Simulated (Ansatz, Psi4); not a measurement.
Two rigid molecules brought together: H2Ge ··· H2O (SMILES [GeH2] and O). Monomers: optimised at B3LYP-D3(BJ) (def2-TZVP), held rigid. Orientation: lowest of the rigid-body minima from ten starts at GFN2-xTB. R is the distance of the centres of mass, along which the second monomer moves.

- SAPT0/jun-cc-pVDZ, frozen core (Psi4)
- PBE0/def2-TZVP, counterpoise-corrected (Psi4)
- PBE/def2-TZVP, counterpoise-corrected (Psi4)
- MP2/aug-cc-pVTZ = DF-MP2/aug-cc-pVTZ, frozen core, counterpoise-corrected in Psi4
- wB97M-V/def2-TZVP, counterpoise-corrected (Psi4)
- CCSD(T)/aug-cc-pVDZ = CCSD(T) on RHF/aug-cc-pVDZ, cores with 3d frozen, counterpoise-corrected in Ansatz (a program for electronic structure)

Cost and agreement with CCSD(T)/aug-cc-pVDZ over the 10 points of the scan, with CCSD(T)/aug-cc-pVDZ as yardstick. Costs are rough ratios of core time within Psi4 on shared cores, each with its mean field (Kohn-Sham runs search longer for lower solutions than correlated ones do); the miss is the largest difference from CCSD(T) of the interaction energy, in kJ/mol.

Question: Which is the cheapest of these levels that stays within 19 kJ/mol of CCSD(T)/aug-cc-pVDZ?

Answer: SAPT0/jun-cc-pVDZ.

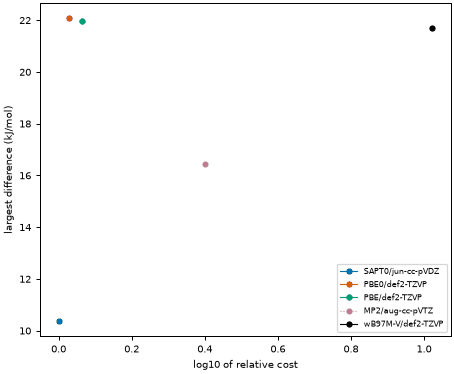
Fig. 1. Miss against cost, one point a level.

| level | relative cost | largest difference |
|---|---|---|
| SAPT0/jun-cc-pVDZ | 1 | 10.37 |
| PBE0/def2-TZVP | 1 | 22.07 |
| PBE/def2-TZVP | 1 | 21.98 |
| MP2/aug-cc-pVTZ | 3 | 16.45 |
| wB97M-V/def2-TZVP | 10 | 21.69 |

Costs within a factor of two of each other count as equal.
